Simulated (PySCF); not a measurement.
**Two runs on C$_{3}$H$_{5}$FOSi**

System: C$_{3}$H$_{5}$FOSi.
Method of run 1: GIAO PBE0/6-31G NMR shielding, non-relativistic, gas phase (PySCF 2.14.0).

The geometry comes from this level: PBE0-D3(BJ)/def2-SVP. Text and figures count atoms from 1; the logs count them from 0 in places.

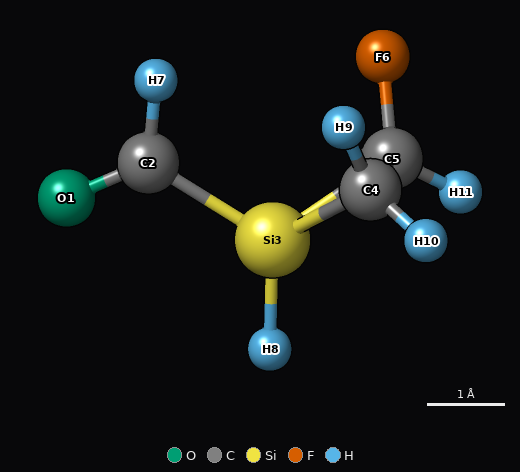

The input geometry (ball-and-stick view, seen at a tilt; atoms are numbered from 1 in the order of the input). Bond lengths as drawn: C–C 1.51 Å, C–F 1.36 Å, C–H 1.10 to 1.13 Å, C–O 1.20 Å, C–Si 1.88 to 1.90 Å and H–Si 1.48 Å.

Input, run 1:
```
{"job": {"kind": "nmr", "xc": "PBE0", "basis": "6-31G", "pop": true}, "charge": 0, "multiplicity": 1}
O      2.983054     0.674709     0.475442
C      1.908824     0.137028     0.569187
Si     0.382272     0.658279    -0.441162
C     -1.244113     0.230725     0.404140
C     -0.874533    -0.729374    -0.696132
F     -0.567177    -1.999158    -0.306888
H      1.751126    -0.728517     1.271103
H      0.501780     1.789040    -1.391385
H     -1.144865    -0.175312     1.418639
H     -2.144440     0.840917     0.272022
H     -1.514150    -0.723647    -1.589082
```

The first line tells a small driver script what to run in PySCF; the rest is the geometry in Å.

Launched with:
```bash
OMP_NUM_THREADS=1 python <driver script> task.json out
```

Hardware: 1 CPU thread, shared host.

Output (run 1):
```
coarse grid: 10160 points
cycle   1  E = -581.1201230067  dE =  9.397e-01  |g| = 8.533e-01  |ddm| = 3.322e+00
cycle   2  E = -580.5537093484  dE =  5.664e-01  |g| = 1.866e+00  |ddm| = 2.558e+00
cycle   3  E = -581.2703441219  dE = -7.166e-01  |g| = 1.951e-01  |ddm| = 1.949e+00
cycle   4  E = -581.2774221229  dE = -7.078e-03  |g| = 8.238e-02  |ddm| = 2.621e-01
cycle   5  E = -581.2787336412  dE = -1.312e-03  |g| = 1.354e-02  |ddm| = 7.950e-02
cycle   6  E = -581.2787758059  dE = -4.216e-05  |g| = 4.834e-03  |ddm| = 1.509e-02
cycle   7  E = -581.2787808081  dE = -5.002e-06  |g| = 1.233e-03  |ddm| = 6.326e-03
final grid: 95224 points
cycle   8  E = -581.2348190928  dE =  6.968e-06  |g| = 1.229e-02  |ddm| = 1.704e-02
cycle   9  E = -581.2347257638  dE =  9.333e-05  |g| = 2.445e-02  |ddm| = 3.040e-02
cycle  10  E = -581.2348502242  dE = -1.245e-04  |g| = 2.433e-03  |ddm| = 2.151e-02
cycle  11  E = -581.2348514363  dE = -1.212e-06  |g| = 2.288e-04  |ddm| = 2.099e-03
cycle  12  E = -581.2348514498  dE = -1.347e-08  |g| = 7.689e-05  |ddm| = 4.130e-04
cycle  13  E = -581.2348514513  dE = -1.579e-09  |g| = 1.823e-05  |ddm| = 9.585e-05
cycle  14  E = -581.2348514514  dE = -8.117e-11  |g| = 6.850e-06  |ddm| = 2.622e-05
converged SCF energy = -581.2348514514

GIAO shielding tensors (ppm)
atom      isotropic    diamagn.    paramagn.     s11        s22        s33       span
  0 O     -563.178     390.973    -954.151  -1592.230   -518.066    420.761   2012.991
  1 C      -23.217     254.763    -277.981   -136.127    -44.419    110.895    247.022
  2 Si     547.285     882.217    -334.932    430.872    464.488    746.495    315.622
  3 C      191.702     258.235     -66.533    165.723    197.763    211.620     45.897
  4 C      128.168     250.873    -122.705     71.364    107.752    205.388    134.024
  5 F      423.048     471.033     -47.985    388.364    416.246    464.534     76.170
  6 H       19.849      27.692      -7.844     13.137     19.662     26.747     13.609
  7 H       29.548      29.205       0.343     24.986     27.008     36.650     11.664
  8 H       30.492      30.524      -0.032     26.388     26.957     38.130     11.742
  9 H       30.898      30.435       0.463     26.148     26.469     40.078     13.930
 10 H       27.253      29.678      -2.426     22.858     26.866     32.033      9.175
```

The input of run 2 differs as follows (lines with − go, lines with + come):
```diff
-"basis": "6-31G"
+"basis": "STO-3G"
```

Predict how the results change.

The total energy of run 2 is 4444.5 kcal/mol higher, which measures the change of basis and not a stability. The HOMO goes from −7.02 to −3.85 eV. The LUMO goes from −1.56 to 2.15 eV. The dipole moment goes from 3.03 to 1.35 D. Of all shieldings, the largest change is that of O1, by +182.7 ppm. The SCF takes 13 iterations against 14. The basis functions go from 68 to 39.

Output (run 2):
```
coarse grid: 10160 points
cycle   1  E = -574.0369002008  dE =  7.837e-01  |g| = 6.647e-01  |ddm| = 4.363e+00
cycle   2  E = -573.6057701743  dE =  4.311e-01  |g| = 1.479e+00  |ddm| = 2.556e+00
cycle   3  E = -574.1924470306  dE = -5.867e-01  |g| = 1.136e-01  |ddm| = 1.730e+00
cycle   4  E = -574.1960539021  dE = -3.607e-03  |g| = 6.186e-02  |ddm| = 2.353e-01
cycle   5  E = -574.1971547552  dE = -1.101e-03  |g| = 8.603e-03  |ddm| = 7.468e-02
cycle   6  E = -574.1971785990  dE = -2.384e-05  |g| = 2.469e-03  |ddm| = 1.467e-02
cycle   7  E = -574.1971803619  dE = -1.763e-06  |g| = 7.414e-04  |ddm| = 4.076e-03
final grid: 95224 points
cycle   8  E = -574.1520330801  dE =  9.694e-06  |g| = 9.126e-03  |ddm| = 1.786e-02
cycle   9  E = -574.1519752903  dE =  5.779e-05  |g| = 1.699e-02  |ddm| = 2.859e-02
cycle  10  E = -574.1520565385  dE = -8.125e-05  |g| = 1.093e-03  |ddm| = 1.887e-02
cycle  11  E = -574.1520569190  dE = -3.805e-07  |g| = 1.079e-04  |ddm| = 1.579e-03
cycle  12  E = -574.1520569239  dE = -4.942e-09  |g| = 2.012e-05  |ddm| = 2.453e-04
cycle  13  E = -574.1520569241  dE = -1.697e-10  |g| = 4.463e-06  |ddm| = 4.396e-05
converged SCF energy = -574.1520569241

GIAO shielding tensors (ppm)
atom      isotropic    diamagn.    paramagn.     s11        s22        s33       span
  0 O     -380.503     380.798    -761.302  -1301.065   -318.402    477.957   1779.022
  1 C       79.763     256.671    -176.907    -23.398     89.259    173.429    196.827
  2 Si     637.350     872.158    -234.808    490.866    600.693    820.492    329.627
  3 C      224.156     253.592     -29.436    204.765    231.508    236.195     31.430
  4 C      176.564     255.056     -78.493    132.047    164.666    232.978    100.931
  5 F      442.371     454.448     -12.077    380.378    469.244    477.491     97.112
  6 H       21.549      30.582      -9.033     15.065     22.899     26.682     11.618
  7 H       30.685      31.306      -0.621     25.340     28.510     38.207     12.867
  8 H       31.209      32.279      -1.069     26.127     28.046     39.455     13.329
  9 H       31.694      31.053       0.641     26.427     27.611     41.043     14.616
 10 H       30.034      30.466      -0.432     25.430     28.060     36.611     11.181
```

The two runs side by side:

| quantity | run 1 | run 2 |
| --- | --- | --- |
| outcome | converged | converged |
| total energy (hartree) | −581.234851 | −574.152057 |
| HOMO (eV) | −7.02 | −3.85 |
| LUMO (eV) | −1.56 | 2.15 |
| dipole moment (D) | 3.03 | 1.35 |
| shielding of O1 (ppm) | −563.2 | −380.5 |
| shielding of C2 (ppm) | −23.2 | 79.8 |
| shielding of Si3 (ppm) | 547.3 | 637.4 |
| shielding of C4 (ppm) | 191.7 | 224.2 |
| shielding of C5 (ppm) | 128.2 | 176.6 |
| shielding of F6 (ppm) | 423.0 | 442.4 |
| shielding of H11 (ppm) | 27.3 | 30.0 |
| SCF iterations | 14 | 13 |
| basis functions | 68 | 39 |
| wall time (shared host) | 5.3 s | 2.7 s |
